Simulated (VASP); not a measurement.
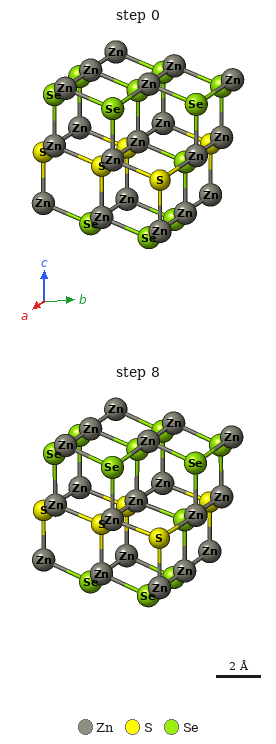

The structure of a crystal of Zn8Se5S3 (a generated structure, set up in R3m) before (top) and after (bottom) a relaxation, at one scale.

The picture is a ball-and-stick view of the atoms within 5.8 Å of the atom that moves most (axes of the conventional cell (3 times the calculation's cell)), seen slightly off an axis. Lengths and directions refer to the drawn axes.

The run lets cell and atoms move.

Method: VASP 6.6.1, Kohn-Sham DFT of a periodic cell, PBEsol, VASP PAW PBE potentials, recommended.

Input
```
PREC = Accurate ; ENCUT = 600
EDIFF = 1E-6 ; ISMEAR = 0
SIGMA = 0.03 ; LREAL = False
LASPH = True ; NELM = 80
ALGO = Normal ; ISIF = 3
LWAVE = False ; LCHARG = False
GGA = PS ; IBRION = 2
NSW = 90 ; EDIFFG = -0.01
KPAR = 4
```

Launched with:
```bash
cat potpaw_PBE.64/Zn/POTCAR potpaw_PBE.64/S/POTCAR potpaw_PBE.64/Se/POTCAR > POTCAR
mpirun -np 4 vasp_std > vasp.out
```

**What changed between the two?**

The largest moves relative to the cell, 0.082 Å, are those of Zn atoms. By element the largest moves are Zn 0.082 Å, Se 0.013 Å, S 0.007 Å. Cell: a = b 7.875 → 7.828 Å (−0.6 %), c 19.291 → 19.181 Å (−0.6 %). Volume −1.8 %. Some distances before and after: S–Zn 2.411 → 2.330 Å, Se–Zn 2.411 → 2.453 Å, S–Zn 2.411 → 2.371 Å, Se–Zn 2.411 → 2.422 Å. Among the angles between lasting bonds that change: Se–Zn–Se 109.5° → 105.9°, S–Zn–S 109.5° → 113.0°, Zn–Se–Zn 109.5° → 112.2°. The space group stays R3m (No. 160). Over 8 geometry steps the energy falls by 0.191 eV per cell of the calculation. The largest force component goes from 0.68 to 0.0037 eV/Å. Pressure: −0.95 GPa at the start and 0.00 GPa at the end.
